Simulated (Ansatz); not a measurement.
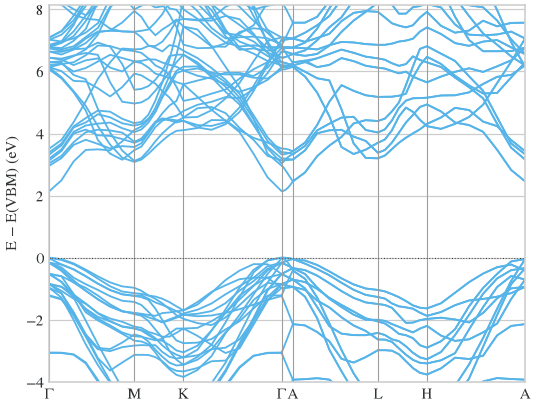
*Band structure from DFT-LDA in the program Ansatz with PAW potentials*

Read off the gap and where the band edges lie.

About 2.1 eV (2.14 eV by a search for the band edges); maximum at Γ, minimum at Γ.

Which compound is it?
(A) CdSe, P6_3mc (Cd on 2a, Cd on 2b, Se on 2a, Se on 2b)
(B) ZnO, P6_3/mmc (Zn on 2b, O on 2c)
(C) ZnS, P6_3mc (Pearson symbol hP16)
(D) BN, P6_222 (B on 3d, N on 3c)

C, ZnS, P6_3mc (Pearson symbol hP16)

The workflow started from an entry of the Crystallography Open Database (COD). Its sites differ from those of the usual phase in this space group: another stacking or structure type. The cell was relaxed with LDA under the symmetry of its start; its stability against distortions is not shown here.

Potentials: the later of the program's two PAW sets.
